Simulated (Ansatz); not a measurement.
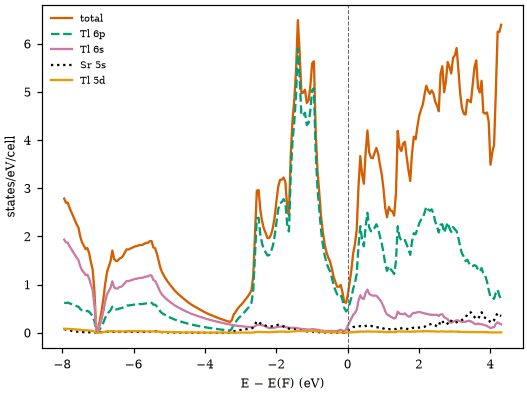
Fig. 1. Total and projected density of states of SrTl2 in space group P6_3/mmc (No. 194; Sr on 2b, Tl on 4f), the program Ansatz at the r²SCAN level (PAW)

Task: Which orbitals carry the states next to the Fermi level?

Result: Within 0.5 eV of the Fermi level: Tl 6p 65 %, Tl 6s 17 %, outside the projected shells 12 %. Projections are on Löwdin-orthogonalised atomic valence shells; empty p or d shells of many metals are not among them.

Task: Where is the tallest occupied peak in this window, and what makes it?

Result: Near -1.4 eV, about 6.5 states/eV per cell; the largest projected share is Tl 6p.

The first step of the workflow began from a Materials Project structure, measured or hypothetical; the Crystallography Open Database files this formula in space group No. 194, but the cells were not matched. Its standing as an ambient phase is unchecked. Symmetry was held in the r²SCAN relaxation; its stability against distortions is not shown here. Scalar-relativistic: spin–orbit coupling is off unless named, which matters more the heavier the elements.

Potentials: the later of the program's two PAW sets.
